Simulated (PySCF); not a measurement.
Input

```
{"job": {"kind": "uv", "xc": "CAM-B3LYP", "basis": "def2-SVPD", "nstates": 8, "ntriplets": 3}, "charge": 0, "multiplicity": 1}
C      0.845802     1.740776    -0.102786
C      0.590504     0.282940     0.269064
C      1.840837    -0.563619     0.030763
C     -0.572363    -0.270302    -0.531732
Si    -2.373961     0.036776    -0.038746
C     -1.287764    -1.518366    -0.001955
F     -0.843274    -2.001262     1.206960
H     -0.043822     2.340926     0.077585
H      1.664046     2.146193     0.487639
H      1.108050     1.823362    -1.155794
H      0.337361     0.230066     1.333122
H      2.673929    -0.185869     0.619358
H      2.122125    -0.540031    -1.020775
H      1.658288    -1.595786     0.318531
H     -0.338139    -0.339694    -1.590910
H     -3.380923     0.108386    -1.079776
H     -2.613258     0.671988     1.240440
H     -1.396197    -2.360166    -0.679308
```

Run with:

```sh
OMP_NUM_THREADS=1 python probes_run.py task.json out
```

Geometry: GFN2-xTB.

Computed with CAM-B3LYP/def2-SVPD, SCF density, gas phase in PySCF 2.14.0.

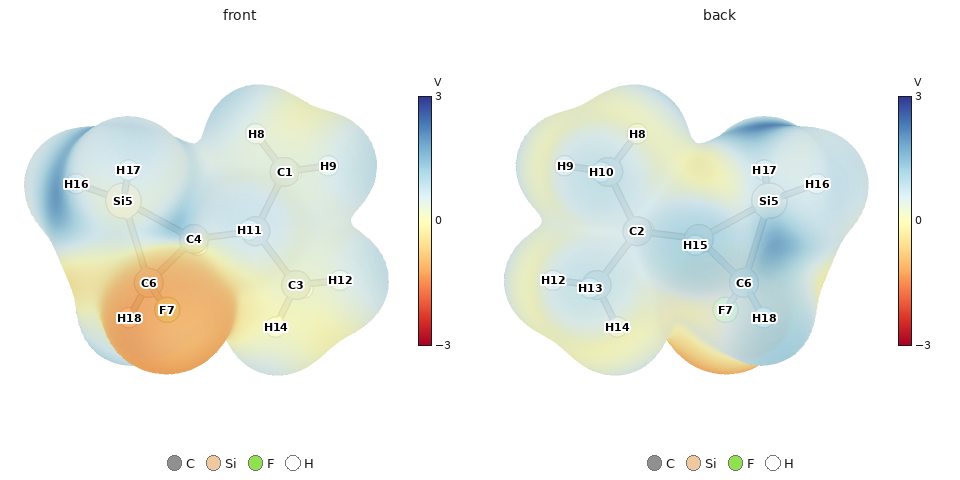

C5H11FSi. The electrostatic potential painted on the density surface at 0.004 e/bohr³, seen from the front and from behind; the colour scale runs from red (negative) to blue (positive).

### Where is the surface potential most negative and most positive?

The most negative region (about −1.3 V) lies over F7, the most positive (about +2.0 V) over Si5.
